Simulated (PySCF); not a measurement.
C6H8, SMILES `C=CC=CC=C`.

PySCF calculation, PBE/aug-cc-pVDZ, gas phase; geometry: GFN2-xTB. No frequency check shows the geometry to be a minimum.

Input script:

```python
import numpy as np
from pyscf import gto, scf, dft, lo
from pyscf.data.elements import chemcore

def solve(mol, dm0=None, hcore=None):
    mf = (dft.UKS if mol.spin else dft.RKS)(mol, xc='pbe')
    mf.grids.level = 3
    mf = mf.density_fit(auxbasis='def2-universal-jkfit')
    mf.conv_tol, mf.max_cycle = 1e-8, 80
    if hcore is not None:
        mf.get_hcore = lambda *args: hcore
    mf.kernel(dm0)
    if not mf.converged:
        mf = mf.newton().run(mf.mo_coeff, mf.mo_occ, max_cycle=30)
    assert mf.converged, 'SCF not converged'
    return mf

mol = gto.M(atom='''
C      3.04301     0.16678     0.00000
C      1.84884    -0.42218     0.00000
C      0.60263     0.29655     0.00000
C     -0.60263    -0.29655     0.00000
C     -1.84884     0.42218     0.00000
C     -3.04301    -0.16678     0.00000
H      3.95887    -0.39841     0.00000
H      3.14132     1.24006     0.00000
H      1.77813    -1.50267     0.00000
H      0.66765     1.37758     0.00000
H     -0.66765    -1.37758     0.00000
H     -1.77813     1.50267     0.00000
H     -3.95887     0.39841     0.00000
H     -3.14132    -1.24006     0.00000
''', basis='aug-cc-pvdz', charge=0, spin=0, verbose=4)
mf = solve(mol)
occ_all = mf.mo_coeff[:, mf.mo_occ > 0]
occ = occ_all[:, chemcore(mol):]
pm = lo.PM(mol, occ, pop_method='meta_lowdin')
loc = pm.kernel()
for _ in range(5):
    new, stable = pm.stability_jacobi(return_status=True)
    if stable:
        break
    loc = pm.kernel(new)
fock, s = mf.get_fock(), mf.get_ovlp()
ortho = lo.orth_ao(mol, 'meta_lowdin')
labels = mol.ao_labels(fmt=None)
vir = loc[:, :0]
both = np.hstack([loc, vir])
p = (ortho.T @ s @ both) ** 2
pop = np.array([p[[l[0] == a for l in labels]].sum(0) for a in range(mol.natm)])
spd = np.array([[p[[l[0] == a and l[2][-1] == k for l in labels]].sum(0) for k in 'spd'] for a in range(mol.natm)])
eps = np.einsum('pi,pq,qi->i', both, fock, both)
for i in np.argsort(eps):
    top = np.argsort(-pop[:, i])[:3]
    print('%3d %s %9.4f Eh ' % (i + 1, 'occ' if i < loc.shape[1] else 'vir', eps[i]), '  '.join('%s%d %.3f' % (mol.atom_symbol(a), a + 1, pop[a, i]) for a in top))
np.savez('result.npz', c=both, nocc=loc.shape[1], pop=pop, spd=spd, eps=eps, e=mf.e_tot)
```

Run with:

```sh
OMP_NUM_THREADS=1 python input.py
```

The run took 45 s on 1 thread of Arm Neoverse V1, on a shared host, peak memory 0.7 GiB.

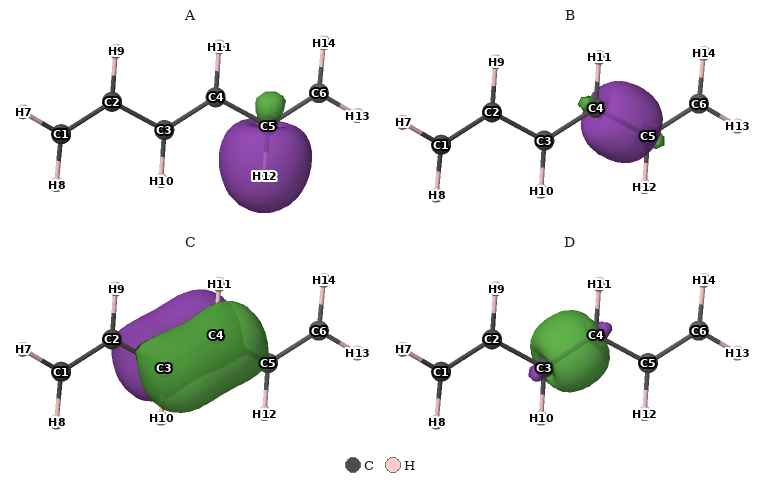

Pipek–Mezey orbitals, occupied; each surface holds about 80 % of the orbital's density. Energies are diagonal elements of the Fock matrix.

What does each orbital represent in a Lewis picture?

Answer. By panel:
- A: σ bond C5–H12 (C5 55 %, H12 44 %; −12.1 eV)
- B: σ bond C4–C5 (C4 50 %, C5 49 %; −14.1 eV)
- C: π bond C3–C4 (C3 45 %, C4 45 %; −7.2 eV)
- D: σ bond C4–C3 (C4 50 %, C3 50 %; −15.2 eV)

Which has the smallest and which the largest spatial spread?

Answer. Smallest: D (0.75 Å); largest: C (1.38 Å).
